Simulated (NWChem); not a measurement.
# C2HF2Ge (SMILES C#[C][Ge]([F])[F]): UB3LYP/6-31G(d) (spherical functions)

Aim: the vertical doublet–quartet gap of C2HF2Ge at UB3LYP/6-31G* (spherical functions), from 2 runs. 

Program for the calculation: NWChem 7.3.0.

## 1. Starting point

C2HF2Ge: 6 atoms, total charge 0, spin state doublet. As SMILES, `C#[C][Ge]([F])[F]`. The coordinates come from a PBE0-D4/def2-TZVP relaxation.

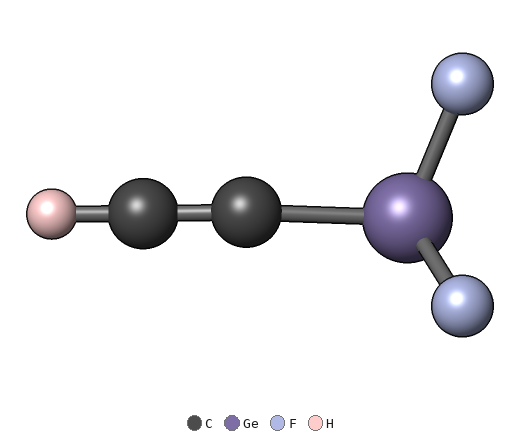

The structure, seen from a chosen angle (carbon dark grey, germanium purple, fluorine light blue, hydrogen pink).

## 2. Energy and gradient at UB3LYP/6-31G(d) (spherical functions)

File c2hf2ge.nw:

```
start c2hf2ge
title "C2HF2Ge gradient"
memory total 2200 mb
geometry units bohr noautosym nocenter noautoz
 C     -0.35923694     0.97963402     3.19911736
 C     -0.24831001     0.38588207     1.00212176
 Ge    -0.54726469    -0.26399474    -2.50029664
 F     -0.52269825    -3.49712717    -2.95761036
 F      2.15976799     0.80143285    -3.98392062
 H     -0.40288961     1.47341946     5.15328314
end
basis spherical bse
 C library 6-31G*
 Ge library 6-31G*
 F library 6-31G*
 H library 6-31G*
end
dft
 xc b3lyp
 mult 2
 grid fine
 convergence energy 1e-08
 maxiter 100
 mulliken
end
task dft gradient
```

Run with:

```bash
nwchem c2hf2ge.nw > c2hf2ge.out
```

What it wrote:

```text
[...]
          Wavefunction type:  spin polarized.
          No. of atoms     :     6
          No. of electrons :    63
[...]
          Charge           :     0
          Spin multiplicity:     2
[...]
          AO basis - number of functions:    90
[...]
              XC Information
              --------------
                         B3LYP Method XC Potential
                     Hartree-Fock (Exact) Exchange  0.200
                        Slater Exchange Functional  0.800 local
                    Becke 1988 Exchange Functional  0.720 non-local
              Lee-Yang-Parr Correlation Functional  0.810
                  VWN I RPA Correlation Functional  0.190 local
[...]
 d= 0,ls=0.0,diis     1  -2353.0817277791 -2.69D+03  1.16D-02  2.47D-01     1.8
[...]
 d= 0,ls=0.0,diis    12  -2353.2081747262 -4.98D-09  4.10D-07  1.57D-09    16.2
[...]
         Total DFT energy =    -2353.208174726199
      One electron energy =    -3949.365626495053
           Coulomb energy =     1368.977963843919
    Exchange-Corr. energy =     -111.260006914370
 Nuclear repulsion energy =      338.439494839305
[...]
      Total Density - Mulliken Population Analysis
     ---------------------------------------------
    Atom       Charge   Shell Charges
 -----------   ------   -------------------------------------------------------
    1 C    6     6.07   2.00  0.70  1.97  0.55  0.83  0.02
    2 C    6     5.99   2.00  0.68  1.98  0.82  0.49  0.02
    3 Ge  32    31.41   2.00  2.00  6.00  2.00  5.99  1.30  1.56  0.12  0.19  6.87  2.94  0.44
    4 F    9     9.37   2.00  0.93  3.29  1.03  2.11  0.01
    5 F    9     9.37   2.00  0.93  3.29  1.03  2.11  0.01
    6 H    1     0.79   0.51  0.28
[...]
      <S2> =      0.7519 (Exact =     0.7500)
[...]
  wavefunction    = open shell
                         DFT ENERGY GRADIENTS
    atom               coordinates                        gradient
                 x          y          z           x          y          z
   1 C      -0.359237   0.979634   3.199117    0.001035  -0.004738  -0.017140
   2 C      -0.248310   0.385882   1.002122   -0.001061   0.004044   0.014146
   3 Ge     -0.547265  -0.263995  -2.500297    0.008647  -0.005832  -0.001547
   4 F      -0.522698  -3.497127  -2.957610    0.000060   0.010187   0.001220
   5 F       2.159768   0.801433  -3.983921   -0.008456  -0.003526   0.004473
   6 H      -0.402890   1.473419   5.153283   -0.000225  -0.000135  -0.001151
[...]
```

Run time: 22 s. Hardware: 1 thread of AMD EPYC 9R45 (Zen 5), shared host; peak memory 0.13 GiB.

## 3. The quartet: a single-point energy at UB3LYP/6-31G(d) (spherical functions)

File run.nw:

```
start run
memory stack 880 mb heap 220 mb global 1100 mb
charge 0

geometry units au noautosym nocenter noautoz
  C  -0.35923694  0.97963402  3.19911736
  C  -0.24831001  0.38588207  1.00212176
  Ge -0.54726469 -0.26399474 -2.50029664
  F  -0.52269825 -3.49712717 -2.95761036
  F   2.15976799  0.80143285 -3.98392062
  H  -0.40288961  1.47341946  5.15328314
end

basis spherical bse
  * library 6-31G*
end

dft
  xc b3lyp
  mult 4
  grid fine
  convergence energy 1e-08
  maxiter 100
  mulliken
  noprint "final vectors analysis"
end

task dft energy
```

Run with:

```bash
nwchem run.nw > run.out
```

What it wrote:

```text
[...]
          Wavefunction type:  spin polarized.
          No. of atoms     :     6
          No. of electrons :    63
[...]
          Charge           :     0
          Spin multiplicity:     4
[...]
          AO basis - number of functions:    90
[...]
              XC Information
              --------------
                         B3LYP Method XC Potential
                     Hartree-Fock (Exact) Exchange  0.200
                        Slater Exchange Functional  0.800 local
                    Becke 1988 Exchange Functional  0.720 non-local
              Lee-Yang-Parr Correlation Functional  0.810
                  VWN I RPA Correlation Functional  0.190 local
[...]
 d= 0,ls=0.0,diis     1  -2352.8666292802 -2.69D+03  1.36D-02  2.75D-01     1.8
[...]
 d= 0,ls=0.5,diis    38  -2353.0175318191 -6.13D-09  6.04D-08  4.55D-10    50.8
[...]
         Total DFT energy =    -2353.017531822636
      One electron energy =    -3949.473831402950
           Coulomb energy =     1369.323773310947
    Exchange-Corr. energy =     -111.306968569938
 Nuclear repulsion energy =      338.439494839305
[...]
      Total Density - Mulliken Population Analysis
     ---------------------------------------------
    Atom       Charge   Shell Charges
 -----------   ------   -------------------------------------------------------
    1 C    6     6.04   2.00  0.71  1.98  0.56  0.77  0.03
    2 C    6     5.97   2.00  0.70  1.93  0.85  0.45  0.03
    3 Ge  32    31.47   2.00  2.00  6.00  2.00  5.99  1.27  1.58  0.13  0.24  6.88  2.94  0.45
    4 F    9     9.37   2.00  0.93  3.29  1.03  2.11  0.01
    5 F    9     9.37   2.00  0.93  3.29  1.03  2.11  0.01
    6 H    1     0.77   0.50  0.27
[...]
      <S2> =      3.7567 (Exact =     3.7500)
[...]
```

Wall time 53 s (1 thread of AMD EPYC 9R45 (Zen 5), shared host); peak memory 0.12 GiB.

## 4. Outcome

Level: UB3LYP/6-31G* (spherical functions).

| quantity | value |
| --- | --- |
| doublet: total energy | -2353.20817 Eh |
| doublet: dipole moment | 2.96 D |
| doublet: HOMO energy (highest over α and β) | -7.06 eV |
| doublet: LUMO energy (lowest over α and β) | -4.25 eV |
| doublet: ⟨S²⟩ | 0.752 |
| doublet: largest force on an atom | 0.916 eV/Å |
| quartet: total energy | -2353.01753 Eh |
| quartet: dipole moment | 3.65 D |
| quartet: ⟨S²⟩ | 3.757 |
| vertical energy of the quartet above the doublet | 5.188 eV |

In words: At this shape the quartet lies 5.19 eV (501 kJ/mol) above the doublet. The largest force (doublet) is 0.92 eV/Å: the shape isn't a stationary point for this species at this level. Mulliken charges (doublet) run from -0.37 on F4 to +0.59 on Ge3; they depend strongly on the basis.
